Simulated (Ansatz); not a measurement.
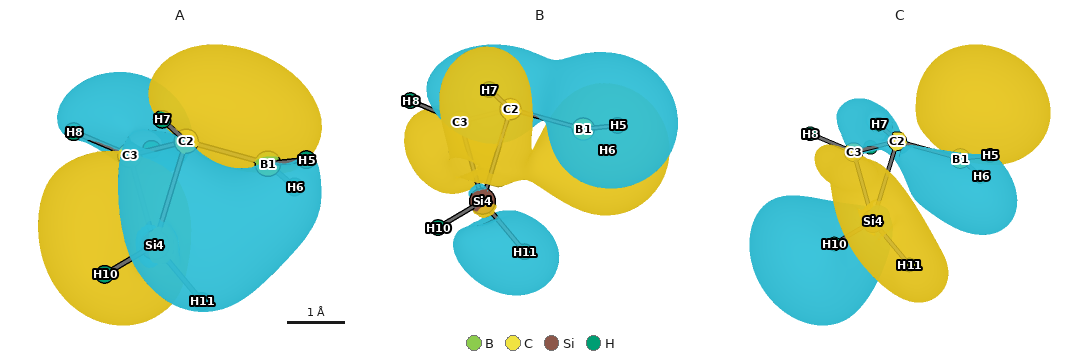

Figure. C2H7BSi. Three frontier orbitals at ±0.06 Å⁻³ᐟ² (yellow and cyan are the two phases), in no order.

Geometry: PBE0-D4/def2-TZVP.

Level of theory: RKS PBE0-D4/def2-TZVPP in Ansatz 0.2.0.

Input

```
crystal:
  periodic: [false, false, false]
  atoms:
    - {symbol: B, position_ang: [-0.921270, 1.093167, -0.547696]}
    - {symbol: C, position_ang: [0.217164, 0.728624, 0.352726]}
    - {symbol: C, position_ang: [0.260553, -0.522586, 1.206449]}
    - {symbol: Si, position_ang: [0.475257, -0.938664, -0.581127]}
    - {symbol: H, position_ang: [-0.808170, 2.000482, -1.319929]}
    - {symbol: H, position_ang: [-1.944586, 0.462961, -0.509391]}
    - {symbol: H, position_ang: [1.137638, 1.310146, 0.329762]}
    - {symbol: H, position_ang: [1.104666, -0.619437, 1.880092]}
    - {symbol: H, position_ang: [-0.684436, -0.824824, 1.648435]}
    - {symbol: H, position_ang: [1.833287, -1.126612, -1.125724]}
    - {symbol: H, position_ang: [-0.604704, -1.620258, -1.313098]}
basis:
  gaussian: {orbitals: def2-TZVPP}
hamiltonian: {xc: pbe0, dispersion: d4}
output: {orbitals: {seedname: orbitals}}
```

Launched as:

```sh
ansatz run in.yaml --threads 2 --pin off --events-out ev --progress --plain --max-ram 4352MiB
```

**Order the three orbitals by energy and name them.**

B is the HOMO−1 (−8.60 eV). It lies mainly on B1 (about 25 %), H6 (about 20 %), H5 (about 15 %), C2 (about 15 %) and C3 (about 10 %). A is the HOMO (−7.23 eV). It lies mainly on Si4 (about 30 %), C2 (about 25 %), C3 (about 20 %) and B1 (about 15 %). C is the LUMO (−0.25 eV). By Hirshfeld shares it lies mainly on Si4 (about 40 %), B1 (about 30 %) and C2 (about 5 %).

**What is the HOMO–LUMO gap?**

6.98 eV between the orbital energies.
